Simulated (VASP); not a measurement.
Given:

```
CELL_PARAMETERS angstrom
      1.45759    -2.52462     0.00000
      1.45759     2.52462     0.00000
      0.00000     0.00000     4.62213
ATOMIC_POSITIONS crystal
  Ti 0.33333 0.66667 0.25000
  Ti 0.66667 0.33333 0.75000
```

All values below come from TPSS meta-GGA, VASP's PBE PAW potentials (set 64) (plane waves; VASP). Run with 520 eV cut-off, 16×16×9 Γ-centred mesh, tetrahedra with Blöchl corrections, potentials Ti_sv.

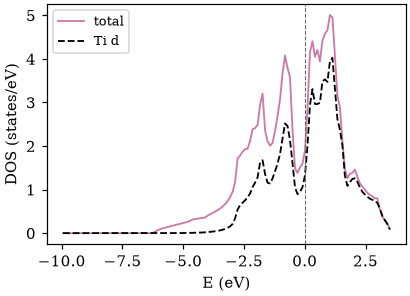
*Total and projected density of states, zero at the Fermi level*

Within 2 eV below the Fermi level the largest weight inside VASP's projection spheres is Ti d.

It has no gap at this level: it comes out as a metal or semimetal.

The compound is Ti in the hcp structure. It was relaxed first.
